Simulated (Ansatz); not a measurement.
Input file:

```
crystal:
  periodic: [false, false, false]
  atoms:
    - { symbol: B, position_ang: [-0.86474, 1.32451, 0.51769] }
    - { symbol: Al, position_ang: [0.13583, -0.4056, 0.03637] }
    - { symbol: F, position_ang: [-0.15458, -1.79387, 0.90506] }
    - { symbol: S, position_ang: [1.6047, -0.76915, -1.57379] }
    - { symbol: H, position_ang: [-0.58045, 1.98385, 1.44637] }
    - { symbol: H, position_ang: [-1.78801, 1.71665, -0.09137] }
    - { symbol: H, position_ang: [1.55827, 0.51904, -1.90299] }
basis:
  gaussian: { orbitals: def2-SVP }
hamiltonian:
  xc: cam_b3lyp
  dispersion: d4
relax:
  f_tol: 0.015
  max_steps: 40
output:
  orbitals: {}
```

Run with:

```sh
ansatz run input.yaml --threads 2 --pin off --max-ram 3072MiB --backend cpu --events-out ev --progress --plain --runs-dir out
```

The fields are those of the relaxed geometry.

Computed with RKS CAM-B3LYP-D4/def2-SVP (Ansatz 0.2.0).

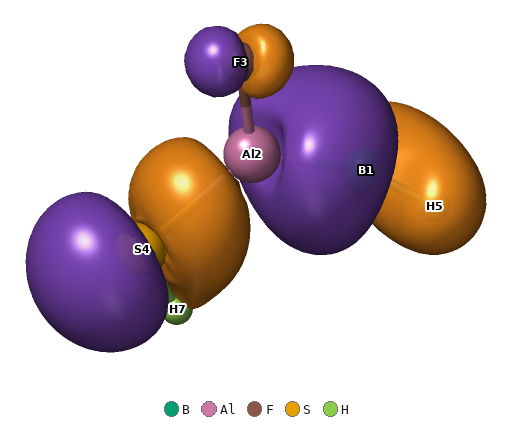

AlBFH₃S (SMILES [BH2][Al]([F])[SH]). The HOMO−1 at ±0.08 Å⁻³ᐟ² (orange and purple are the two phases), seen at a tilt.

What is the character of this orbital?

By Hirshfeld shares it lies mainly on S4 (about 35 %), B1 (about 30 %) and Al2 (about 20 %). Its energy is −9.29 eV.
